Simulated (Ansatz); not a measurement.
# FH4NSi···CH4O: what the fields show

The calculation's input:

```
crystal:
  periodic: [false, false, false]
  atoms:
    - { symbol: Si, position_ang: [-1.0639, -0.5664, 0.0195] }
    - { symbol: F, position_ang: [0.0217, -1.0169, -1.6033] }
    - { symbol: H, position_ang: [-1.4973, -1.9409, -0.122] }
    - { symbol: H, position_ang: [-1.3827, -0.1107, 1.3814] }
    - { symbol: "N", position_ang: [-1.467, 0.8462, -0.8586] }
    - { symbol: H, position_ang: [0.8886, -0.9893, -0.7699] }
    - { symbol: O, position_ang: [0.9365, -0.7905, 0.4847] }
    - { symbol: C, position_ang: [1.646, 0.3429, 0.8781] }
    - { symbol: H, position_ang: [-2.2097, 1.4386, -0.5301] }
    - { symbol: H, position_ang: [-1.3963, 0.8608, -1.8647] }
    - { symbol: H, position_ang: [2.7125, 0.1012, 0.9087] }
    - { symbol: H, position_ang: [1.324, 0.6406, 1.8789] }
    - { symbol: H, position_ang: [1.4876, 1.1843, 0.1972] }
basis:
  gaussian: { orbitals: "6-31G*" }
hamiltonian:
  xc: pbe
  dispersion: d4
relax:
  f_tol: 0.15
  max_steps: 25
  restrain:
    - { distance: [0, 6], at: 3.07, k: 30.0 }
    - { distance: [5, 1], at: 2.18, k: 30.0 }
    - { distance: [0, 1], at: 1.68, k: 30.0 }
    - { distance: [5, 6], at: 0.97, k: 30.0 }
output:
  orbitals: {}
```

Command:

```sh
ansatz run input.yaml --threads 2 --pin off --max-ram 3072MiB --backend cpu --events-out ev --progress --plain --runs-dir out
```

The fields are those of the relaxed geometry.

Computed with RKS PBE-D4/6-31G* in Ansatz 0.2.0.

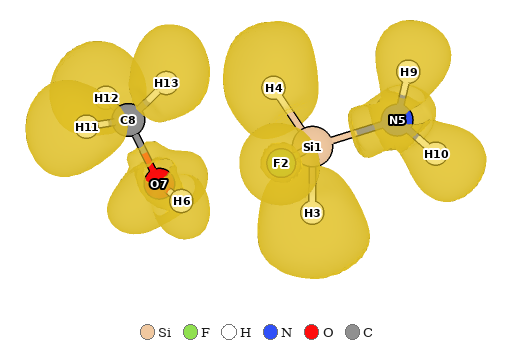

Figure 1. Isosurface of the electron localisation function at 0.75 (yellow), seen across its widest extent. Only the valence region is drawn (cores and ρ < 0.01 e/Å³ removed).

**Describe the localisation domains.**

At this value the surface marks out five regions around hydrogen nuclei, one region wrapped around F (its lone pairs, merged into a ring or cap), one joined region spread over several atoms (H, N), in which their bonds and any lone pairs are merged and one joined region spread over several atoms (H, O), in which their bonds and any lone pairs are merged.


F2···H6 (2.18 Å): the ELF dips to about 0.05 between them; by its geometry a hydrogen bond between the two molecules, with no shared pair. C–O (1.43 Å): the ELF peaks at about 0.85 between the atoms: a shared but strongly polarised pair.

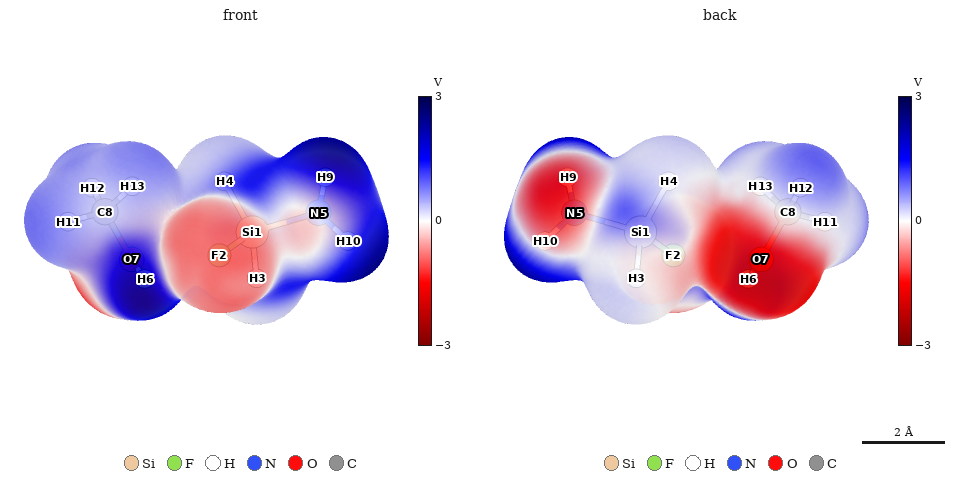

Figure 2. The molecular electrostatic potential painted on the density surface at 0.004 e/bohr³, seen from the front and from behind; red is negative and blue positive.

**Which sites attract a positive test charge, and which a negative one?**

A positive charge is drawn to the negative regions and a negative charge to the positive ones. The most negative region (about −1.9 V) lies over O7, the most positive (about +2.5 V) over H9 and H10. O7 is the likeliest acceptor of a hydrogen bond.

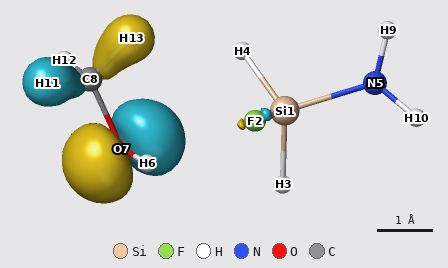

Figure 3. The HOMO at ±0.2 Å⁻³ᐟ² (yellow and cyan are the two phases), seen across its widest extent.

**What is the character of this orbital?**

Its weight (Hirshfeld) is mainly on O7 (about 70 %) and C8 (about 10 %); largely a lone pair of O7. Its energy is −5.79 eV.
